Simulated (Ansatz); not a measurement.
# CsH (Pm-3m): from the cell to its phonons

Aim: the vibrations of CsH (Pm-3m), their spectra, and whether the structure is stable.

Program: Ansatz 0.2.0. Level of theory: DFT LDA, scalar-relativistic, plane waves, PAW. Results are calculated unless marked as measured.

## 1. Set-up

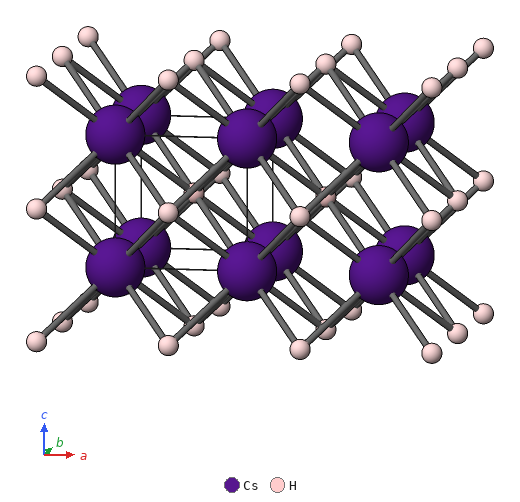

The cell as given, slightly off an axis (caesium purple, hydrogen pink). 2×1×1 cells are drawn. Some periodic images of atoms are drawn too.

## 2. Bringing the structure to rest

The cell and atoms are relaxed, since residual forces and stress would shift the frequencies.

Input file input.yaml:

```yaml
crystal:
  lattice:
    - [3.81840854, 0.0, 0.0]
    - [0.0, 3.81840854, 0.0]
    - [0.0, 0.0, 3.81840854]
  atoms:
    - { symbol: Cs, position: [0.0, 0.0, 0.0] }
    - { symbol: H, position: [0.5, 0.5, 0.5] }
kpoints:
  mp_grid: { grid: [8, 8, 8] }
hamiltonian:
  xc: lda
scf:
  occupations: { method: gaussian, width: 0.02 }
output:
  forces: true
  stress: true
  eigenvalues: true
relax:
  adjacent_minimum: "off"
  f_tol: 0.005
  max_steps: 80
  cell: { stress_tol: 0.05 }
```

Started as:

```console
ansatz run input.yaml --threads 4 --pin off --max-ram 7168MiB --backend cpu --events-out ev --progress --plain --runs-dir out
```

Numbers of over 12 decimals in the logs are rounded to 6 here.

Log:

```text
Engine: ansatz 0.2.0, x86_64-unknown-linux-gnu
Pseudopotentials: kind: paw
Pseudopotential: Cs, paw, valence charge 9, recommended cutoff 420 eV (normal), Cs.paw.azcp
Pseudopotential: H, paw, valence charge 1, recommended cutoff 420 eV (normal), H.paw.azcp
Functional definition: SPW92
  exchange = slater_x
  correlation = pw_c
Crystal: 2 atoms, lattice volume = 55.673 Å³
Basis set: ecut = 420 eV, 1045 PW (Γ)
Bands: 9, of which v1, the nominal top of the filled ones, is band 5 counted from 1 (4 counted from 0)
Symmetry: 48 space group operations
Space group: Pm-3m (ITA 221), of the structure as read, at distance tolerance 3.8e-5 Å
k-points: 35 of 512
Non-local potential: Cs, projectors of the file, l = 0: 3, l = 1: 2, l = 2: 2, l = 3: 2
Non-local potential: H, projectors of the file, l = 0: 2, l = 1: 1
PAW form: soft (Blöchl's): semilocal exchange-correlation on the pseudo side does not see the compensation charge
PAW frozen core: Cs, regenerated for the run's functional, and the local potential with it (the file was generated under x = pbe(κ = 0.804, μ = 0.219515), c = pbe(β = 0.066725))
PAW one-centre angular grid: Cs, 194 points (default); XC on 64 Gauss nodes
PAW one-centre angular grid: H, 110 points (default); XC on 64 Gauss nodes
Initial density: superposition of atomic densities (neutral atoms: chi_scale 0, normalization atom), corrected by the library's trained network
Initial wavefunctions: pseudopotential atomic-orbital guess
Functional: x = slater, c = lda
SCF iter   1: F=—  HF=-5520.924531 eV  |F-HF|=—  |Δ(HF+E_count)|=         —  Δρ=8.71e-3  dr2=5.10e-2  ethr=1.77e-3  ⟨swp⟩=6.7  Hψ=2743  notcnv=0
preconditioner: auto → none  [insulator: Δε(μ)=2.018 eV  Ē_g=11.622 eV  σ=0.020 eV  W_gap=1.00  n_scr=6 (ndim 8)  ℏωp=14.1 eV  f_vac=0.000  D(μ)=0.00/eV (n_scr^D=0)  ε∞_Penn≈2.5]
SCF iter   2: F=—  HF=-5520.906462 eV  |F-HF|=—  |Δ(HF+E_count)|=   1.81e-2  Δρ=1.48e-3  dr2=1.04e-3  ethr=5.10e-4  ⟨swp⟩=2.1  Hψ=735  notcnv=0
SCF iter   3: F=—  HF=-5520.906255 eV  |F-HF|=—  |Δ(HF+E_count)|=   2.07e-4  Δρ=5.87e-4  dr2=1.32e-4  ethr=1.04e-5  ⟨swp⟩=1.3  Hψ=344  notcnv=0
SCF iter   4: F=—  HF=-5520.906248 eV  |F-HF|=—  |Δ(HF+E_count)|=   7.22e-6  Δρ=8.57e-5  dr2=1.77e-6  ethr=1.32e-6  ⟨swp⟩=2.1  Hψ=461  notcnv=0
SCF iter   5: F=—  HF=-5520.906248 eV  |F-HF|=—  |Δ(HF+E_count)|=   3.07e-7  Δρ=1.60e-5  dr2=1.45e-7  ethr=1.77e-8  ⟨swp⟩=2.0  Hψ=455  notcnv=0
SCF iter   6: F=-5520.906248 eV  HF=-5520.906248 eV  |F-HF|=3.42e-10  |Δ(HF+E_count)|=   7.08e-8  Δρ=1.46e-6  dr2=1.07e-9  ethr=1.00e-9  ⟨swp⟩=5.0  Hψ=1551  notcnv=0
SCF 1 converged in 6 iterations: F = -5520.906248 eV  dr2 = 1.07e-9
  greatest PAW one-centre occupation: 0.928 electrons in one spin orbital (limit 2), on the Cs atom at site 0 (counted from 0), in its partial waves of l = 0
relax step   1: F+E_penalty+E_count = -5520.90624836 eV  Δ(F+E_penalty+E_count) = +0.000e0 eV  max|allowed force component| = 5.259e-31 eV/Å  Δτ_max = 0.0000 Å  P = -1.940 GPa  Ω = 55.673 Å³  (6 SCF iters, dr2 threshold 1.00e-7 eV, accepted)
Crystal: 2 atoms, lattice volume = 51.709 Å³
Basis set: ecut = 420 eV, 1021 PW (Γ)
Initial density: handed on by an earlier stage of this run
Initial wavefunctions: those handed on with the density
iter 1 solved again at ethr=7.29e-5 eV; its pass at ethr=3.10e-3 eV (dr2=7.29e-3 eV) is discarded
SCF iter   1: F=—  HF=-5520.948303 eV  |F-HF|=—  |Δ(HF+E_count)|=         —  Δρ=2.83e-3  dr2=6.94e-3  ethr=7.29e-5  ⟨swp⟩=1.5  Hψ=3151  notcnv=0
preconditioner: auto → none  [insulator: Δε(μ)=2.557 eV  Ē_g=11.747 eV  σ=0.020 eV  W_gap=1.00  n_scr=6 (ndim 8)  ℏωp=14.6 eV  f_vac=0.000  D(μ)=0.00/eV (n_scr^D=0)  ε∞_Penn≈2.5]
SCF iter   2: F=—  HF=-5520.945575 eV  |F-HF|=—  |Δ(HF+E_count)|=   2.73e-3  Δρ=2.92e-4  dr2=3.93e-5  ethr=6.94e-5  ⟨swp⟩=2.2  Hψ=507  notcnv=0
SCF iter   3: F=—  HF=-5520.945571 eV  |F-HF|=—  |Δ(HF+E_count)|=   4.18e-6  Δρ=1.61e-4  dr2=7.20e-6  ethr=3.93e-7  ⟨swp⟩=2.1  Hψ=469  notcnv=0
SCF iter   4: F=-5520.945570 eV  HF=-5520.945571 eV  |F-HF|=1.45e-7  |Δ(HF+E_count)|=   3.41e-7  Δρ=1.63e-5  dr2=1.97e-7  ethr=2.00e-9  ⟨swp⟩=3.9  Hψ=1773  notcnv=0
SCF 2 converged in 4 iterations: F = -5520.945570 eV  dr2 = 1.97e-7
relax step   2: F+E_penalty+E_count = -5520.94557036 eV  Δ(F+E_penalty+E_count) = -3.932e-2 eV  max|allowed force component| = 7.231e-31 eV/Å  Δτ_max = 0.0000 Å  P = -1.122 GPa  Ω = 51.709 Å³  energy of the carried Pulay correction = +6.575e-4 eV  (4 SCF iters, dr2 threshold 2.00e-7 eV, accepted)
Crystal: 2 atoms, lattice volume = 47.114 Å³
Basis set: ecut = 420 eV, 925 PW (Γ)
iter 1 solved again at ethr=1.15e-4 eV; its pass at ethr=3.10e-3 eV (dr2=1.15e-2 eV) is discarded
SCF iter   1: F=—  HF=-5520.962607 eV  |F-HF|=—  |Δ(HF+E_count)|=         —  Δρ=3.91e-3  dr2=1.15e-2  ethr=1.15e-4  ⟨swp⟩=1.3  Hψ=3131  notcnv=0
preconditioner: auto → none  [insulator: Δε(μ)=2.492 eV  Ē_g=11.952 eV  σ=0.020 eV  W_gap=1.00  n_scr=6 (ndim 8)  ℏωp=15.3 eV  f_vac=0.000  D(μ)=0.00/eV (n_scr^D=0)  ε∞_Penn≈2.6]
SCF iter   2: F=—  HF=-5520.957991 eV  |F-HF|=—  |Δ(HF+E_count)|=   4.62e-3  Δρ=3.69e-4  dr2=8.03e-5  ethr=1.15e-4  ⟨swp⟩=2.0  Hψ=489  notcnv=0
SCF iter   3: F=—  HF=-5520.957992 eV  |F-HF|=—  |Δ(HF+E_count)|=   1.62e-6  Δρ=2.15e-4  dr2=1.08e-5  ethr=8.03e-7  ⟨swp⟩=2.3  Hψ=504  notcnv=0
SCF iter   4: F=—  HF=-5520.957991 eV  |F-HF|=—  |Δ(HF+E_count)|=   1.33e-6  Δρ=5.54e-5  dr2=1.77e-6  ethr=1.08e-7  ⟨swp⟩=2.0  Hψ=467  notcnv=0
SCF iter   5: F=—  HF=-5520.957990 eV  |F-HF|=—  |Δ(HF+E_count)|=   6.80e-7  Δρ=2.71e-5  dr2=4.12e-7  ethr=1.77e-8  ⟨swp⟩=2.0  Hψ=452  notcnv=0
SCF iter   6: F=-5520.957990 eV  HF=-5520.957990 eV  |F-HF|=8.97e-9  |Δ(HF+E_count)|=   2.07e-7  Δρ=5.17e-6  dr2=1.20e-8  ethr=2.00e-9  ⟨swp⟩=5.3  Hψ=1676  notcnv=0
SCF 3 converged in 6 iterations: F = -5520.957990 eV  dr2 = 1.20e-8
relax step   3: F+E_penalty+E_count = -5520.95798996 eV  Δ(F+E_penalty+E_count) = -1.242e-2 eV  max|allowed force component| = 9.039e-31 eV/Å  Δτ_max = 0.0000 Å  P = +0.456 GPa  Ω = 47.114 Å³  energy of the carried Pulay correction = +1.483e-3 eV  (6 SCF iters, dr2 threshold 2.00e-7 eV, accepted)
[...]
relax step   4: F+E_penalty+E_count = -5520.95931131 eV  Δ(F+E_penalty+E_count) = -1.321e-3 eV  max|allowed force component| = 6.574e-31 eV/Å  Δτ_max = 0.0000 Å  P = +0.013 GPa  Ω = 48.173 Å³  energy of the carried Pulay correction = +1.287e-3 eV  (4 SCF iters, dr2 threshold 2.00e-7 eV, accepted)
Initial wavefunctions: pseudopotential atomic-orbital guess (no wavefunctions were taken with the density)
iter 1 solved again at ethr=2.53e-6 eV; its pass at ethr=3.10e-3 eV (dr2=2.53e-4 eV) is discarded
SCF iter   1: F=—  HF=-5520.958439 eV  |F-HF|=—  |Δ(HF+E_count)|=         —  Δρ=1.42e-4  dr2=9.55e-7  ethr=2.53e-6  ⟨swp⟩=2.9  Hψ=3536  notcnv=0
eigensolver tolerance schedule: the retry pair's looser diagonalisation over-reported the residual by 264.53 of it (diagonalisation noise at 0.28 of the residual, at the tolerance the schedule requests for it); recorded, not acted on — ethr = c·dr2/N_el stays at c = 1.0e-1
preconditioner: auto → none  [insulator: Δε(μ)=2.419 eV  Ē_g=11.914 eV  σ=0.020 eV  W_gap=1.00  n_scr=6 (ndim 8)  ℏωp=15.1 eV  f_vac=0.000  D(μ)=0.00/eV (n_scr^D=0)  ε∞_Penn≈2.6]
SCF iter   2: F=—  HF=-5520.958441 eV  |F-HF|=—  |Δ(HF+E_count)|=   1.92e-6  Δρ=7.03e-5  dr2=2.06e-7  ethr=9.55e-9  ⟨swp⟩=2.1  Hψ=397  notcnv=0
SCF iter   3: F=—  HF=-5520.958442 eV  |F-HF|=—  |Δ(HF+E_count)|=   7.08e-7  Δρ=5.32e-6  dr2=2.08e-9  ethr=2.06e-9  ⟨swp⟩=1.6  Hψ=340  notcnv=0
SCF iter   4: F=-5520.958442 eV  HF=-5520.958442 eV  |F-HF|=9.09e-12  |Δ(HF+E_count)|=   2.42e-9  Δρ=2.61e-7  dr2=1.92e-11  ethr=1.00e-12  ⟨swp⟩=4.9  Hψ=1566  notcnv=0
SCF 5 converged in 4 iterations: F = -5520.958442 eV  dr2 = 1.92e-11
relax step   5: F+E_penalty+E_count = -5520.95844201 eV  Δ(F+E_penalty+E_count) = +8.693e-4 eV  max|allowed force component| = 3.780e-31 eV/Å  Δτ_max = 0.0000 Å  P = -0.003 GPa  Ω = 48.173 Å³  stress off target by 3.31e-3 GPa  SCF on the basis re-selected at this cell (its energy is not comparable with the rows above)  (4 SCF iters)
basis re-selected at this cell: Δ(F+E_penalty+E_count) = +8.693e-4 eV, ΔP = -0.016 GPa vs the last step (what re-selecting the basis moved, of the pressure what is left beyond the Pulay correction that the steps carried, after the strain that the cell walked since its last selection, with what the two solves' SCF thresholds leave and, on support functions, any second-order correction that the steps lacked; it is no measure of the basis error at this ecutwfc). The dense FFT grid was sized anew with the basis: this SCF ran on 25×25×25 points, the steps before it on 27×27×27, so part of this shift can come from that change (see relax.cell in the input reference). [rest of the remark cut]
SCF converged after 4 iterations
Free energy (F): -5520.958442 eV
Harris-Foulkes:  -5520.958442 eV  (|F-HF|=9.09e-12)
Internal energy: -5520.958442 eV  (E = F + TS)
E sigma→0 (E₀):  -5520.958442 eV
Fermi energy:    6.535026 eV
--- Per-component energies (eV) ---
  E_band       = -41.166532
  E_kinetic    = 156.178976
  E_local      = -204.884509  (includes V_loc(G=0)·N_el)
  E_nonlocal   = 33.805174
  E_hartree    = 68.197586
  E_xc         = -182.309722
  E_vxc        = -139.019232  (∫ρ·V_xc dr)
  E_paw        = -4903.283414  (= ΣΔE_a)
  E_vpaw       = -23.641077  (= ΣTr[D̂ρ^β])
  E_aug_tail   = -0.001034  (compensation charges beyond the density's cutoff)
  E_ewald      = -488.932056
  E_core_change = 0.270556  (= ΣΔE_core)
  E_smearing   = -0.000000  (= −TS)
  E_closure    = 0.000000  (closes the sum)
  Σ components = -5520.958442   (vs F -5520.958442, Δ=0.00e0)
--- Forces (eV/Å), atoms counted from 1 ---
  atom   1  Cs    -0.00000000    -0.00000000    -0.00000000
  atom   2  H      0.00000000     0.00000000     0.00000000
  max |Σ_I F_I| component: 3.62e-31 eV/Å
--- Stress (GPa, compression-positive) ---
       -0.003315      -0.000000       0.000000
       -0.000000      -0.003315      -0.000000
        0.000000      -0.000000      -0.003315
  P = ⅓ Tr σ = -0.0033 GPa (-0.033 kbar)
--- Band table (eV; the first three rows and the last of 35) ---
  k-point 0: bands = ["-16.4939", "-2.1680", "-2.1680", "-2.1680", "3.1705", "8.4690", "8.4690", "13.5894", "15.7092"]
  k-point 1: bands = ["-16.4583", "-2.5774", "-2.1349", "-2.1349", "3.4859", "8.5749", "8.8953", "12.8825", "14.1837"]
  k-point 2: bands = ["-16.3700", "-3.4001", "-2.0531", "-2.0531", "4.1634", "8.8623", "9.2710", "12.7658", "12.8425"]
  k-point 34: bands = ["-15.7676", "-3.5285", "-3.5285", "-3.5285", "5.3253", "7.7450", "7.7450", "7.7450", "17.3502"]
--- Relaxed structure (4 steps of the walk, 4 accepted, 1 SCFs on fresh bases) ---
  F+E_penalty+E_count = -5520.95844201 eV   max|allowed force component| = 3.780e-31 eV/Å   (the final SCF, on the basis selected at the relaxed cell)
  cell:  # Å, volume = 48.1729 Å³
    - [3.638599, 0, 0]
    - [0, 3.638599, 0]
    - [0, 0, 3.638599]
  atoms:
    - { symbol: Cs, position: [0, 0, 0] }
    - { symbol: H, position: [0.5, 0.5, 0.5] }
```

Wall time 1.7 s (4 threads of Intel Xeon 6975P-C (Granite Rapids), shared host); peak memory 0.36 GiB; 5.2 s of CPU time.

Relaxation path:

```
step  energy less that of the first step (eV)  largest force component (eV/Å)  pressure (GPa)  volume (Å³)
   1                                   0.0000                          0.0000           -1.94        55.67
   2                                  -0.0393                          0.0000           -1.12        51.71
   3                                  -0.0517                          0.0000            0.46        47.11
   4                                  -0.0531                          0.0000            0.01        48.17
  5*                                  -0.0522                          0.0000            0.00        48.17
```

Relaxation steps marked * repeat the geometry before them on a plane-wave basis chosen anew for their cell, so energy and pressure can jump there.

The run keeps the 48 symmetry operations that it works with, so distortions that break them were not tested.

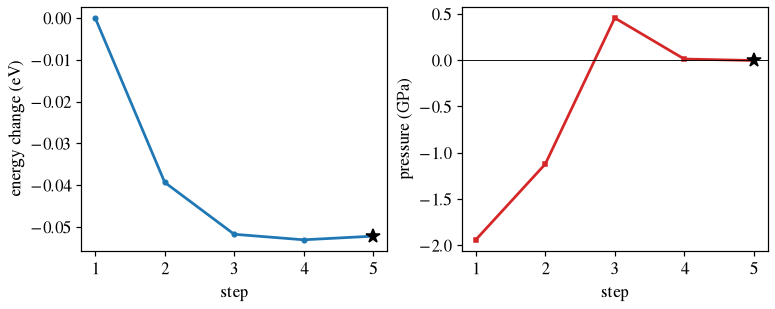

Energy and pressure along the relaxation. Stars mark steps on a basis chosen anew.

```
conventional cell, symmetrised  before  after   change
                         a (Å)   3.818  3.639   -4.7 %
                         b (Å)   3.818  3.639   -4.7 %
                         c (Å)   3.818  3.639   -4.7 %
              volume (Å³/atom)   27.84  24.09  -13.5 %
```

The relaxed structure:

```xyz
2
Lattice="3.6386 0.0000 0.0000 0.0000 3.6386 0.0000 0.0000 0.0000 3.6386" Properties=species:S:1:pos:R:3 pbc="T T T"
Cs    0.0000    0.0000    0.0000
H     1.8193    1.8193    1.8193
```

Numbers from this step:

| Property | Result |
| --- | --- |
| pressure | -0.003315 GPa |
| gap on the k-mesh | 2.420 eV |
| volume per atom | 24.09 Å³ |
| direct gap on mesh | 2.420 eV |

In this step the volume went from 27.84 to 24.09 Å³/atom.

## 3. Relaxation

The relaxation is repeated from its end on the same settings, as a check that it has come to rest.

Edit input.yaml of step 2 so:

```diff
@@ -2,5 +2,5 @@
   lattice:
-    - [3.81840854, 0.0, 0.0]
-    - [0.0, 3.81840854, 0.0]
-    - [0.0, 0.0, 3.81840854]
+    - [3.6385986822, 0.0, 0.0]
+    - [0.0, 3.6385986822, 0.0]
+    - [0.0, 0.0, 3.6385986822]
   atoms:
```

Log:

```text
[...]
Crystal: 2 atoms, lattice volume = 48.173 Å³
Basis set: ecut = 420 eV, 925 PW (Γ)
Bands: 9, of which v1, the nominal top of the filled ones, is band 5 counted from 1 (4 counted from 0)
Symmetry: 48 space group operations
[...]
k-points: 35 of 512
[...]
P = ⅓ Tr σ = -0.0033 GPa (-0.033 kbar)
--- Band table (eV; the first three rows and the last of 35) ---
[...]
--- Relaxed structure (1 steps of the walk, 1 accepted, 1 SCFs on fresh bases) ---
[...]
cell:  # Å, volume = 48.1729 Å³
    - [3.6385986822, 0.0, 0.0]
    - [0.0, 3.6385986822, 0.0]
    - [0.0, 0.0, 3.6385986822]
  atoms:
    - { symbol: Cs, position: [0.0, 0.0, 0.0] }
    - { symbol: H, position: [0.5, 0.5, 0.5] }
[key lines of the parts left out:]
SCF converged after 5 iterations
Free energy (F): -5520.958442 eV
Fermi energy:    6.535026 eV
```

Elapsed: 0.84 s, on 4 threads; peak memory 0.38 GiB; 2.3 s of CPU time.

Little changed from the start: no atom moved by 0.005 Å and no cell edge by 0.1 %.

In this step the volume went from 24.09 to 24.09 Å³/atom.

## 4. Relaxing to small forces for the phonons

Phonons need a cell at rest on their own settings, so the relaxation is repeated with tight tolerances on forces and stress, using the mesh and the filling of the phonon run that follows.

input.yaml, the sections that differ from step 3:

```yaml
scf:
  occupations: { method: fixed }
relax:
  adjacent_minimum: "off"
  f_tol: 0.001
  max_steps: 60
  cell: { stress_tol: 0.01 }
# crystal, kpoints, hamiltonian, output: as in step 3
```

Log:

```text
[...]
Crystal: 2 atoms, lattice volume = 48.173 Å³
Basis set: ecut = 420 eV, 925 PW (Γ)
Bands: 9, of which v1, the nominal top of the filled ones, is band 5 counted from 1 (4 counted from 0)
Symmetry: 48 space group operations
[...]
k-points: 35 of 512
[...]
P = ⅓ Tr σ = -0.0033 GPa (-0.033 kbar)
--- Band table (eV; the first three rows and the last of 35) ---
[...]
--- Relaxed structure (1 steps of the walk, 1 accepted, 1 SCFs on fresh bases) ---
[...]
cell:  # Å, volume = 48.1729 Å³
    - [3.6385986822, 0.0, 0.0]
    - [0.0, 3.6385986822, 0.0]
    - [0.0, 0.0, 3.6385986822]
  atoms:
    - { symbol: Cs, position: [0.0, 0.0, 0.0] }
    - { symbol: H, position: [0.5, 0.5, 0.5] }
[key lines of the parts left out:]
SCF converged after 8 iterations
Free energy (F): -5520.958442 eV
Fermi energy:    5.325282 eV
```

Elapsed: 1.5 s, on 4 threads; peak memory 0.37 GiB; 2.5 s of CPU time.

Little changed from the start: no atom moved by 0.005 Å and no cell edge by 0.1 %.

This step gave:

* pressure: -0.003313 GPa

The forces vanish by symmetry and the pressure is -0.003 GPa, within the tolerances set. The cell now holds 24.09 Å³/atom.

(Continued in part 2 of 3.)

[Logs are printed without paths, hosts, clocks, repeated set-up lines and the standing remarks that a program may print on its own settings, such as how far it seeks lower states.]

[Hosts, paths, dates, database ids (printed as entryN), source tags and the programs' standing remarks are cut or masked in the printed files.]
